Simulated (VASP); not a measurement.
Band structure of AlGaN₂ (space group P-4m2). These are PBEsol GGA with spin-orbit coupling, VASP's PBE PAW potentials (set 64) (plane waves; VASP) values and carry that method's errors.

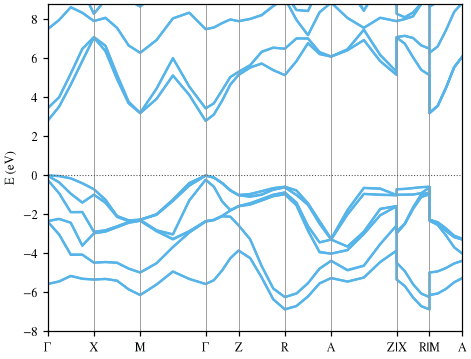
Bands along high-symmetry lines, zero at the valence-band maximum or, without a gap, the Fermi level

Question: Read the plot: is there a gap, and where are the band edges?

Answer: The gap is direct, 2.80 eV, from the valence maximum at Γ to the conduction minimum at Γ.

The structure comes from a computed database's AlGaN2 entry (P-4m2); how it stands against other phases isn't given here. It was relaxed first.
